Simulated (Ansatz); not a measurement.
Start from CuI in the zinc blende structure (space group F-43m, No. 216; a = 5.9393 Å).

The change: an isotropic linear strain of −3.00 %, atoms relaxed at fixed cell.

The values are results of PBEsol (Ansatz, a program for electronic structure; PAW; 420 eV plane waves; without spin-orbit coupling), not measurements.

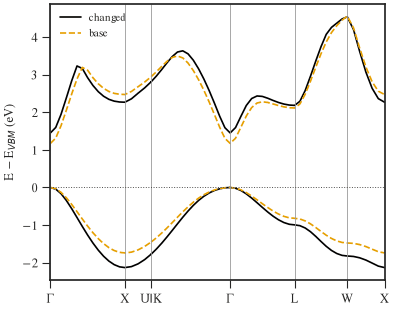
Highest valence and lowest conduction band along the path, each from its own valence-band maximum

From the figure, how large is the changed gap, and is it direct?

About 1.5 eV, direct at Γ.

With I present, leaving out spin-orbit coupling can change the band edges. Whether these cells are dynamically stable was not tested. All final runs are without spin polarisation.
